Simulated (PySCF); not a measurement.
# Cl3NW from a short PySCF script

Aim: a converged result for Cl3NW from a short script.

The runs use PySCF 2.14.0; method and basis as typed in the script.

7 further runs of the same task are left out: 7 that didn't finish.

### Step 1. The system as given

Cl3NW: 5 atoms, charge 0, spin multiplicity 1.

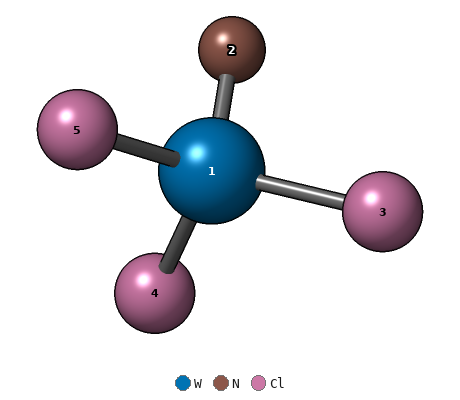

The starting geometry (tungsten blue, nitrogen brown, chlorine pink); atoms are numbered from 1 in the order of the file.

### Step 2. The run

File input.py:

```python
from pyscf import gto, dft

mol = gto.M(
    atom='W 0 -0.0862 -0.08; N 0 -1.3152 -1.2214; Cl 0.002 1.8299 -1.3142; Cl 1.9113 -0.4252 1.1142; Cl -1.9133 -0.4229 1.1117',
    basis='sbkjc',
    ecp={'W': 'sbkjc', 'N': 'sbkjc', 'Cl': 'sbkjc'},
    charge=0,
    spin=0,
    verbose=4,
)
mf = dft.RKS(mol, xc='pbe,pbe,pbe')
mf.level_shift = 0.3
mf.kernel()
mf.dip_moment()
print('orbital energies (hartree):', mf.mo_energy[..., max(0, mol.nelec[1]-3):mol.nelec[0]+3].round(4))
```

Launch:

```
> OMP_NUM_THREADS=1 python input.py
```

The log of the run:

```text
PySCF version 2.14.0

[INPUT] verbose = 4
[INPUT] num. atoms = 5
[INPUT] num. electrons = 40
[INPUT] charge = 0
[INPUT] spin (= nelec alpha-beta = 2S) = 0
[INPUT] symmetry False subgroup None
[INPUT] Mole.unit = angstrom
[INPUT] Symbol           X                Y                Z      unit          X                Y                Z       unit  Magmom
[INPUT]  1 W      0.000000000000  -0.086200000000  -0.080000000000 AA    0.000000000000  -0.162894391938  -0.151178089965 Bohr   0.0
[INPUT]  2 N      0.000000000000  -1.315200000000  -1.221400000000 AA    0.000000000000  -2.485367799028  -2.308111488544 Bohr   0.0
[INPUT]  3 Cl     0.002000000000   1.829900000000  -1.314200000000 AA    0.003779452249   3.458009835342  -2.483478072903 Bohr   0.0
[INPUT]  4 Cl     1.911300000000  -0.425200000000   1.114200000000 AA    3.611833541881  -0.803511548165   2.105532847990 Bohr   0.0
[INPUT]  5 Cl    -1.913300000000  -0.422900000000   1.111700000000 AA   -3.615612994130  -0.799165178079   2.100808532679 Bohr   0.0

nuclear repulsion = 128.345458604326
number of shells = 27
number of NR pGTOs = 117
number of NR cGTOs = 63
basis = sbkjc
ecp = {'W': 'sbkjc', 'N': 'sbkjc', 'Cl': 'sbkjc'}

******** <class 'pyscf.dft.rks.RKS'> ********
method = RKS
initial guess = minao
damping factor = 0
level_shift factor = 0.3
DIIS = <class 'pyscf.scf.diis.CDIIS'>
diis_start_cycle = 1
diis_space = 8
diis_damp = 0
SCF conv_tol = 1e-09
SCF conv_tol_grad = None
SCF max_cycles = 50
direct_scf = True
direct_scf_tol = 1e-13
XC library pyscf.dft.libxc version 7.0.0
    S. Lehtola, C. Steigemann, M. J.T. Oliveira, and M. A.L. Marques.,  SoftwareX 7, 1–5 (2018)
XC functionals = pbe,pbe,pbe
ValueError: too many values to unpack (expected 2)
```

Wall time 0.96 s (1 thread of Arm Neoverse N1, shared host).

### Step 3. What went wrong

The run stopped before any cycle. The functional string pbe,pbe,pbe can't be parsed.

### Step 4. After the edit

input.py, as its differences from that of step 2:

```diff
@@ -10,3 +10,3 @@
 )
-mf = dft.RKS(mol, xc='pbe,pbe,pbe')
+mf = dft.RKS(mol, xc='camb3lyp')
 mf.level_shift = 0.3
```

Launch:

```
> OMP_NUM_THREADS=1 python input.py
```

The end of its log:

```text
[... earlier lines left out ...]
cycle= 18 E= -122.380557084126  delta_E= -3.68e-09  |g|= 2.99e-05  |ddm|= 0.000147
  HOMO = -0.39211830446654  LUMO = 0.184871672852552  gap/eV = 15.70070
cycle= 19 E= -122.380557085019  delta_E= -8.93e-10  |g|= 1.61e-05  |ddm|= 7.04e-05
  HOMO = -0.392118831186463  LUMO = -0.115126372839557  gap/eV = 7.53735
Extra cycle  E= -122.38055708492  delta_E= 9.91e-11  |g|= 4.24e-05  |ddm|= 5.9e-05
converged SCF energy = -122.38055708492
Dipole moment(X, Y, Z, Debye):  0.00010,  1.26062,  1.17160
orbital energies (hartree): [-0.407  -0.3921 -0.3921 -0.1151 -0.1151 -0.0217]
```

Run time: 19 s. Hardware: 1 thread of Arm Neoverse N1, shared host; peak memory 0.3 GiB.

### Step 5. Outcome

| quantity | value |
| --- | --- |
| first try | stops with ValueError (too many values to unpack (expected 2)) |
| edit | functional: pbe,pbe,pbe → camb3lyp |
| second try | E(SCF) = -122.380557 Eh, μ = 1.72 D |

In words: The second script converges.
